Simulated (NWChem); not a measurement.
# AlH3S (SMILES [AlH2][SH]) at CAM-B3LYP/aug-cc-pVDZ

Aim: the electronic atomisation energy of AlH3S at CAM-B3LYP/aug-cc-pVDZ, from 4 runs. 

Program for the calculation: NWChem 7.3.0.

### 1 Starting point

AlH3S: 5 atoms, total charge 0, spin state singlet. SMILES: `[AlH2][SH]`. The coordinates come from a PBE0-D4/def2-TZVP relaxation.

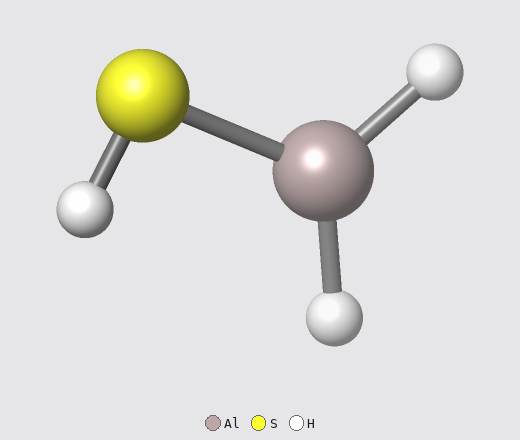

Viewed from a chosen angle; aluminium light grey, sulfur yellow, hydrogen white.

### 2 A single-point energy at CAM-B3LYP/aug-cc-pVDZ (run 1)

Input file test.nw:

```
start test
title "AlH3S CAM-B3LYP"
memory 2200 mb
geometry units angstroms noautosym nocenter noautoz
  Al    -0.616100    -0.064200    -0.181700
  S      1.129100    -0.343100     1.096600
  H     -1.981700    -0.650100     0.351100
  H     -0.441100     0.696000    -1.556400
  H      1.959700     0.287800     0.249000
end
basis spherical bse
  Al library aug-cc-pVDZ
  S library aug-cc-pVDZ
  H library aug-cc-pVDZ
end
dft
  xc xcamb88 1.00 lyp 0.81 vwn_5 0.19 hfexch 1.00
  cam 0.33 cam_alpha 0.19 cam_beta 0.46
  grid fine
  convergence energy 1e-08
  direct
  iterations 100
  mulliken
  noprint "final vectors analysis"
end
task dft
```

On the command line:

```sh
nwchem test.nw > test.out
```

The program printed:

```text
[...]
          Wavefunction type:  closed shell.
          No. of atoms     :     5
          No. of electrons :    32
[...]
          Charge           :     0
          Spin multiplicity:     1
[...]
          AO basis - number of functions:    81
[...]
              XC Information
              --------------
                     Hartree-Fock (Exact) Exchange  1.000
                   CAM-Becke88 Exchange Functional  1.000
                      VWN V Correlation Functional  0.190 local
              Lee-Yang-Parr Correlation Functional  0.810
[...]
 d= 0,ls=0.0,diis     1   -642.4348245411 -7.16D+02  8.95D-03  1.84D-01     5.0
[...]
 d= 0,ls=0.0,diis     8   -642.4606318584 -1.91D-09  5.70D-07  2.91D-09    35.9
         Total DFT energy =     -642.460631858390
      One electron energy =    -1035.709924500836
           Coulomb energy =      364.880342438298
    Exchange-Corr. energy =      -45.445954873924
 Nuclear repulsion energy =       73.814905078071
[...]
      Total Density - Mulliken Population Analysis
     ---------------------------------------------
    Atom       Charge   Shell Charges
 -----------   ------   -------------------------------------------------------
    1 Al  13    13.14   2.00  2.05  0.74  0.39  0.06  6.03  1.09  0.47  0.01  0.25  0.05
    2 S   16    16.21   2.00  2.05  0.92  0.83  0.08  6.01  2.41  1.81  0.07  0.04 -0.00
    3 H    1     0.83   0.71  0.18 -0.07  0.01  0.00
    4 H    1     0.84   0.71  0.19 -0.07  0.01  0.00
    5 H    1     0.98   0.70  0.20  0.01  0.03  0.04
[...]
```

It took 37 s on 1 thread of Intel Xeon 6975P-C (Granite Rapids), shared host; peak memory 0.11 GiB.

### 3 The Al atom at the same level (run 2)

Input file al.nw:

```
start al
title "Al energy"
memory 2200 mb

geometry units angstrom noautosym nocenter noautoz
  Al     0.000000     0.000000     0.000000
end

basis spherical bse
  * library aug-cc-pVDZ
end

dft
  xc xcamb88 1.00 lyp 0.81 vwn_5 0.19 hfexch 1.00
  cam 0.33 cam_alpha 0.19 cam_beta 0.46
  mult 2
  grid fine
  convergence energy 1e-08
  direct
  iterations 100
  mulliken
  noprint "final vectors analysis"
end

task dft energy
```

Run the same way, it converges to -242.36358 Eh (log not shown).

### 4 The H atom (run 3)

Input file mol.nw:

```
start mol
memory total 2200 mb

geometry units angstrom noautosym nocenter noautoz
   H     0.000000    0.000000    0.000000
end

basis spherical bse
   * library aug-cc-pVDZ
end

dft
   xc xcamb88 1.00 lyp 0.81 vwn_5 0.19 hfexch 1.00
   cam 0.33 cam_alpha 0.19 cam_beta 0.46
   mult 2
   grid fine
   convergence energy 1e-08
   direct
   iterations 100
   mulliken
   print low
end

task dft
```

On the command line:

```sh
nwchem mol.nw > mol.out
```

The program printed:

```text
[...]
 d= 0,ls=0.0,diis     1     -0.4980788132 -4.98D-01  3.41D-03  1.62D-04     0.0
[...]
 d= 0,ls=0.0,diis     5     -0.4983151860 -1.31D-10  1.27D-08  9.30D-16     0.1
[...]
         Total DFT energy =       -0.498315186046
      One electron energy =       -0.499071645749
           Coulomb energy =        0.306305938557
    Exchange-Corr. energy =       -0.305549478854
 Nuclear repulsion energy =        0.000000000000
[...]
      Total Density - Mulliken Population Analysis
     ---------------------------------------------
    Atom       Charge   Shell Charges
 -----------   ------   -------------------------------------------------------
    1 H    1     1.00   0.54  0.43  0.03  0.00  0.00
     --------------------------------------------
      Spin Density - Mulliken Population Analysis
     --------------------------------------------
    Atom       Charge   Shell Charges
 -----------   ------   -------------------------------------------------------
    1 H    1     1.00   0.54  0.43  0.03  0.00  0.00
[...]
      <S2> =      0.7500 (Exact =     0.7500)
[...]
```

It took 0.7 s on 1 thread of Intel Xeon 6975P-C (Granite Rapids), shared host; peak memory 0.1 GiB.

### 5 The S atom at the same level (run 4)

Input file geom.nw:

```
echo
start geom
memory stack 880 mb heap 220 mb global 1100 mb

geometry units angstrom noautosym nocenter noautoz
  S     0.000000    0.000000    0.000000
end

basis spherical bse
  * library aug-cc-pVDZ
end

dft
  xc xcamb88 1.00 lyp 0.81 vwn_5 0.19 hfexch 1.00
  cam 0.33 cam_alpha 0.19 cam_beta 0.46
  mult 3
  grid fine
  convergence energy 1e-08
  direct
  maxiter 100
  mulliken
  noprint "final vectors analysis"
end

task dft energy
```

Run the same way, it converges to -398.12220 Eh (log not shown).

### 6 The series

```tsv
run	level	partner	energy (Eh)	wall time
1	CAM-B3LYP/aug-cc-pVDZ	base	-642.460632	37 s
2	UCAM-B3LYP/aug-cc-pVDZ	atoms	-242.363583	1.9 s
3	UCAM-B3LYP/aug-cc-pVDZ	atoms	-0.498315	0.7 s
4	UCAM-B3LYP/aug-cc-pVDZ	atoms	-398.122201	1.8 s
```

### 7 Summary of results

Level: CAM-B3LYP/aug-cc-pVDZ.

| quantity | value |
| --- | --- |
| S atom: total energy | -398.12220 Eh |
| S atom: ⟨S²⟩ | 2.003 |
| electronic atomisation energy | 13.059 eV |

Taking the molecule apart into free atoms costs 13.06 eV (301 kcal/mol), before zero-point energy and without spin-orbit coupling. All runs together took 41 s, the longest 37 s.
